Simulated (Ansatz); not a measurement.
Cost and result by functional for the surface energy of the (11-21) surface of hcp Y in its 1x1 cell, outermost plane spacing 0.87 Å in the ideal cut, in Ansatz (plane waves, PAW). Single points on the PBE structure, on one kind of machine; costs are rough ratios of the slab run's core time (references not counted) to the cheapest single point. r2SCAN's cost holds its higher cutoff (500 against 420 eV). Differences are taken against r2SCAN for comparison alone: no measured value is at hand, so the table doesn't rank accuracy.

Model: 13-atom slab, 10.4 Å thick at the start (thin: gaps and levels are the slab's own), 7x7x1 mesh, Fermi-Dirac 0.1 eV, dipole correction, all atoms relaxed; start symmetry kept, larger cells not searched; no spin, no spin-orbit, no U. These notes are the PBE run's.

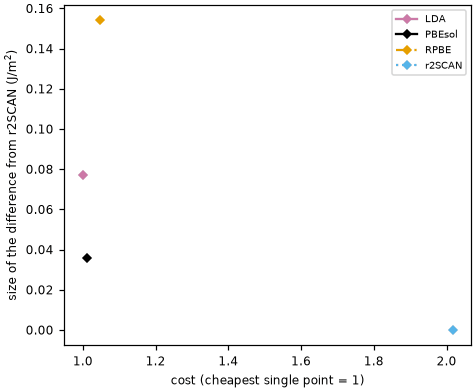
*Difference from r2SCAN against cost*

```json
[
 {"functional": "LDA", "relative cost": "1", "surface energy (J/m²)": "1.26", "less r2SCAN (J/m²)": "0.08"},
 {"functional": "PBEsol", "relative cost": "1", "surface energy (J/m²)": "1.22", "less r2SCAN (J/m²)": "0.04"},
 {"functional": "RPBE", "relative cost": "1", "surface energy (J/m²)": "1.03", "less r2SCAN (J/m²)": "-0.15"},
 {"functional": "r2SCAN", "relative cost": "2", "surface energy (J/m²)": "1.18", "less r2SCAN (J/m²)": "0.00"},
 {"functional": "PBE (the relaxed run's value)", "relative cost": "–", "surface energy (J/m²)": "1.12", "less r2SCAN (J/m²)": "-0.07"}
]
```

The values span 0.23 J/m², while the single points' costs differ by a factor of roughly 2. Differences are of unrounded values.

Ansatz is a program for electronic structure.
